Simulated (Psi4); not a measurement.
# Two attempts at [BGeH4]− (SMILES [BH2][GeH2-])

Aim: the energy of [BGeH4]− at SOS-MP2/pcSseg-1 (density fitting).

Program for the calculation: Psi4 1.11.

1 further run of the same task is left out (set aside as unsound or not needed).

**1. Starting point**

[BGeH4]−: 6 atoms, total charge -1, spin state singlet. As SMILES, `[BH2][GeH2-]`. The shape comes from GFN2-xTB, which is rough for such elements, and wasn't checked as a minimum.

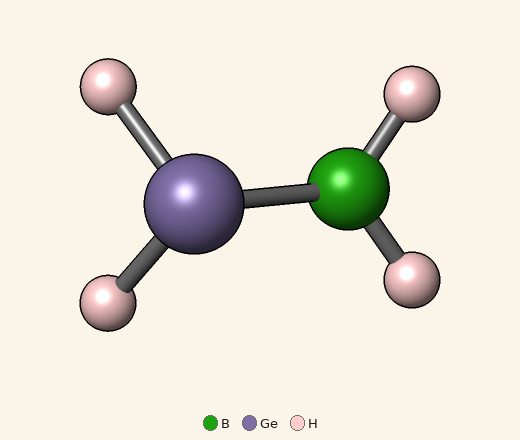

The structure, seen from a chosen angle (boron green, germanium purple, hydrogen pink).

**2. Try one**

bgeh4.xyz

```xyz
6
BGeH4
B     -0.055110    -0.930570     0.059830
Ge     0.436750     0.951420     0.350140
H     -0.768420    -1.523630     0.825470
H      0.678000    -1.694820    -0.510870
H      0.696530     1.497810    -1.140470
H     -0.987750     1.699790     0.415910
```

calc.py

```python
import psi4

psi4.set_memory(1600000000)
psi4.set_num_threads(1)
psi4.core.set_output_file('psi4.out', False)

with open('bgeh4.xyz') as f:
    atoms = ''.join(f.readlines()[2:])
mol = psi4.geometry('-1 1\n' + atoms + 'no_reorient\nno_com')

options = {'basis': 'pcSseg-1', 'reference': 'rhf', 'scf_type': 'df', 'freeze_core': True, 'mp2_type': 'df', 'maxiter': 2, 'fail_on_maxiter': False}
psi4.set_options(options)

result = psi4.energy('sos-mp2')
print('E =', round(result, 9))
```

Command:

```
$ python calc.py
```

psi4.out:

```text
=> Loading Basis Set <=

    Name: PCSSEG-1
    Role: ORBITAL
    Keyword: BASIS

         ---------------------------------------------------------
                                   SCF
                              RHF Reference
                        1 Threads,   1525 MiB Core
         ---------------------------------------------------------

  ==> Geometry <==

    Molecular point group: c1
    Full point group: C1

    Geometry (in Angstrom), charge = -1, multiplicity = 1:

[... 93 lines left out ...]
                           Total Energy        Delta E     RMS |[F,P]|
[... 5 lines left out ...]
PsiException: Could not converge SCF iterations in 2 iterations.
[... 1 line left out ...]
  Energy and/or wave function did not converge, but proceeding anyway.
[... 34 lines left out ...]
    Nuclear Repulsion Energy =             83.5903837923584518
[... 17 lines left out ...]
 Dipole X            :        -25.5477963           25.1689032           -0.3788931
[... 35 lines left out ...]
  CCL_ENERGY                    => (empty)
[... 55 lines left out ...]
  MAX_MOGRAD_CONVERGENCE        => (empty)
[... 52 lines left out ...]
  R_CONVERGENCE                 => (empty)
[... 41 lines left out ...]
	Computing MP2 energy using SCF MOs (Canonical MP2)...
	==============================================================================
	Nuclear Repulsion Energy (a.u.)    :    83.59038379235845
	SCF Energy (a.u.)                  : -2100.98669992038185
	REF Energy (a.u.)                  : -2100.98669992038185
	Alpha-Alpha Contribution (a.u.)    :    -0.04064765391927
	Alpha-Beta Contribution (a.u.)     :    -0.24172034637403
	Beta-Beta Contribution (a.u.)      :    -0.04064765391927
	Scaled_SS Correlation Energy (a.u.):    -0.02709843594618
	Scaled_OS Correlation Energy (a.u.):    -0.29006441564884
	SCS-MP2 Total Energy (a.u.)        : -2101.30386277197658
	SOS-MP2 Total Energy (a.u.)        : -2101.27676433603074
	SCSN-MP2 Total Energy (a.u.)       : -2101.12977966217795
	SCS-MP2-VDW Total Energy (a.u.)    : -2101.33674961765973
	SOS-PI-MP2 Total Energy (a.u.)     : -2101.32510840530540
	MP2 Correlation Energy (a.u.)      :    -0.32301565421258
	MP2 Total Energy (a.u.)            : -2101.30971557459452
	==============================================================================

	total time  =          0 seconds =       0.00 minutes
```

On the terminal:

```text
E = -2101.276764336
```

It took 3.3 s on 1 thread of Intel Xeon Platinum 8488C (Sapphire Rapids), shared host; peak memory 0.35 GiB.

**3. Reading the log**

The SCF stopped at its cap without converging, and the program went on all the same: the numbers that follow in the log rest on unconverged orbitals.

The telling line is `Energy and/or wave function did not converge, but proceeding anyway.`. What is wrong: the iteration cap is too low for convergence. The sound input differs in these keys, not all of which need be the cause: iteration cap at its default in place of 2; fail on maxiter at its default in place of no.

**4. The mended input**

bgeh4.xyz is that of step 2.

job.py

```python
import psi4

psi4.set_memory('1600 MB')
psi4.set_num_threads(1)
psi4.set_output_file('run.log', False)

with open('bgeh4.xyz') as f:
    atoms = ''.join(f.readlines()[2:])
m = psi4.geometry('-1 1\n' + atoms + 'no_reorient\nno_com')

options = {'basis': 'pcSseg-1', 'reference': 'rhf', 'scf_type': 'df', 'freeze_core': True, 'mp2_type': 'df'}
psi4.set_options(options)

energy_value, wavefunction = psi4.energy("sos-mp2", return_wfn=True)
print(f'sos-mp2 energy: {energy_value:.10f} Eh')
for k, v in sorted(psi4.core.scalar_variables().items()):
    print(f'{k:45s} {v:18.10f}')
```

Command:

```
$ python job.py
```

run.log:

```text
[...]
  Running in c1 symmetry.
[...]
  Nuclear repulsion =   83.590383792358452
[...]
  Multiplicity = 1
[...]
  Nalpha       = 21
  Nbeta        = 21
[...]
    Number of basis functions: 78
[...]
   @DF-RHF iter   1: -2100.53843005302815   -3.01074e+00   3.46128e-02 ADIIS/DIIS
[...]
   @DF-RHF iter  13: -2102.07306766560305   -3.04681e-11   6.61471e-09 DIIS
[...]
    Orbital Energies [Eh]
    ---------------------
    Doubly Occupied:
       1A   -404.871317     2A    -51.780323     3A    -45.910282
       4A    -45.910013     5A    -45.909701     6A     -7.393114
       7A     -6.881213     8A     -4.880986     9A     -4.879968
      10A     -4.878429    11A     -1.360008    12A     -1.358816
      13A     -1.355975    14A     -1.355116    15A     -1.353470
      16A     -0.525477    17A     -0.417265    18A     -0.295120
      19A     -0.201441    20A     -0.192468    21A     -0.073728
[...]
  @DF-RHF Final Energy: -2102.07306766560305
   => Energetics <=
    Nuclear Repulsion Energy =             83.5903837923584518
    One-Electron Energy =               -3107.7584422718559836
    Two-Electron Energy =                 922.0949908138945830
    Total Energy =                      -2102.0730676656030482
[...]
 Multipole Moments:
 ------------------------------------------------------------------------------------
     Multipole            Electronic (a.u.)      Nuclear  (a.u.)        Total (a.u.)
 ------------------------------------------------------------------------------------
 L = 1.  Multiply by 2.5417464519 to convert [e a0] to [Debye]
 Dipole X            :        -25.6754173           25.1689032           -0.5065141
 Dipole Y            :        -49.8384399           48.7015304           -1.1369095
 Dipole Z            :        -21.3678724           20.9639980           -0.4038744
 Magnitude           :                                                    1.3085237
[...]
	SCS-MP2 Total Energy (a.u.)        : -2102.38074829709240
	SOS-MP2 Total Energy (a.u.)        : -2102.37836107018575
	SCSN-MP2 Total Energy (a.u.)       : -2102.20966831414444
[...]
	SOS-PI-MP2 Total Energy (a.u.)     : -2102.40184517823081
[...]
	MP2 Total Energy (a.u.)            : -2102.38552275090433
[...]
```

On the terminal:

```text
sos-mp2 energy: -2102.3783610702 Eh
CURRENT CORRELATION ENERGY                         -0.3052934046
CURRENT ENERGY                                  -2102.3783610702
CURRENT REFERENCE ENERGY                        -2102.0730676656
DD SOLVATION ENERGY                                 0.0000000000
HF KINETIC ENERGY                                2102.6915345971
HF POTENTIAL ENERGY                             -4204.7646022627
HF TOTAL ENERGY                                 -2102.0730676656
HF VIRIAL RATIO                                     1.9997058689
MP2 CORRELATION ENERGY                             -0.3124550853
MP2 DOUBLES ENERGY                                 -0.3124550853
MP2 OPPOSITE-SPIN CORRELATION ENERGY               -0.2348410804
MP2 SAME-SPIN CORRELATION ENERGY                   -0.0776140049
MP2 SINGLES ENERGY                                  0.0000000000
MP2 TOTAL ENERGY                                -2102.3855227509
NUCLEAR REPULSION ENERGY                           83.5903837924
ONE-ELECTRON ENERGY                             -3107.7584422719
PCM POLARIZATION ENERGY                             0.0000000000
PE ENERGY                                           0.0000000000
SCF ITERATION ENERGY                            -2102.0730676656
SCF ITERATIONS                                     13.0000000000
SCF TOTAL ENERGY                                -2102.0730676656
SCS(N)-MP2 CORRELATION ENERGY                      -0.1366006485
SCS(N)-MP2 TOTAL ENERGY                         -2102.2096683141
SCS-MP2 CORRELATION ENERGY                         -0.3076806315
SCS-MP2 TOTAL ENERGY                            -2102.3807482971
SCS-MP2-VDW CORRELATION ENERGY                     -0.3394035854
SCS-MP2-VDW TOTAL ENERGY                        -2102.4124712510
SOS-MP2 CORRELATION ENERGY                         -0.3052934046
SOS-MP2 TOTAL ENERGY                            -2102.3783610702
SOS-PI-MP2 CORRELATION ENERGY                      -0.3287775126
SOS-PI-MP2 TOTAL ENERGY                         -2102.4018451782
TWO-ELECTRON ENERGY                               922.0949908139
```

It took 3.3 s on 1 thread of Intel Xeon Platinum 8488C (Sapphire Rapids), shared host; peak memory 0.35 GiB.

**5. Results**

Level: SOS-MP2/pcSseg-1 (density fitting).

| quantity | value |
| --- | --- |
| total energy | -2102.37836 Eh |
| HOMO energy (Hartree–Fock orbitals) | -2.01 eV |
| LUMO energy (Hartree–Fock orbitals) | 6.86 eV |
| HOMO–LUMO gap (to an unbound level, set by the basis) | 8.87 eV |
| correlation energy (10 core orbitals frozen) | -305.3 mEh |
